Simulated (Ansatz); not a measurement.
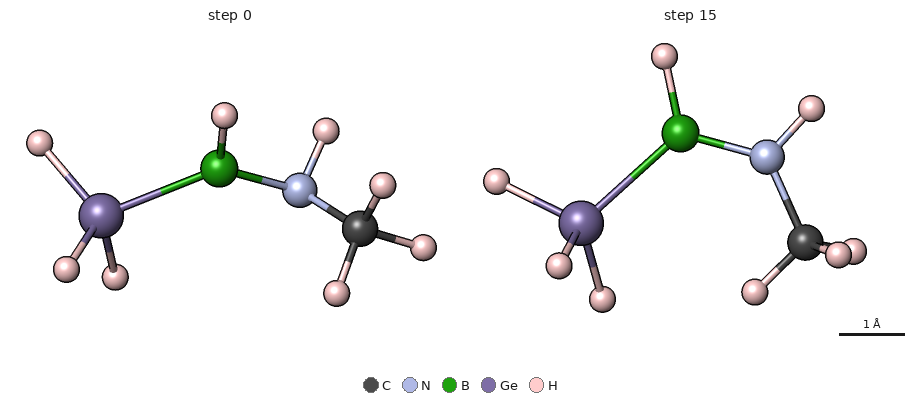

The structure of CH8BGeN before (left) and after (right) a relaxation, at one scale.

The picture is a ball-and-stick view, seen at a tilt.

The run prepares an end point of a later path (torsion) calculation, from a guessed geometry.

All numbers below come from RKS PBE0-D4/def2-SVP in Ansatz. Set-up: no spin polarisation; force threshold 0.015 eV/Å; at most 40 steps.

> Summarise the run.

After 14 accepted moves (15 points after the start) the energy has fallen by 1.941 eV. Largest force component: 2.6 eV/Å at the start, 0.011 eV/Å at the end. The line search rejected the trial step at point 14 of the run. The atom that moves furthest after the best rigid fit is an H atom (1.48 Å). By element the largest moves are H 1.48 Å, N 0.88 Å, B 0.58 Å, C 0.34 Å, Ge 0.33 Å. Some distances before and after: B–N 1.504 → 1.388 Å, C–H 1.176 → 1.103 Å, B–Ge 2.007 → 2.071 Å, Ge–H 1.493 → 1.548 Å. Among the angles between lasting bonds that change: C–N–B 107.8° → 129.3°, B–N–H 106.2° → 117.5°, B–Ge–H 105.4° → 113.7°. Groups turn about B–Ge by about 45°.
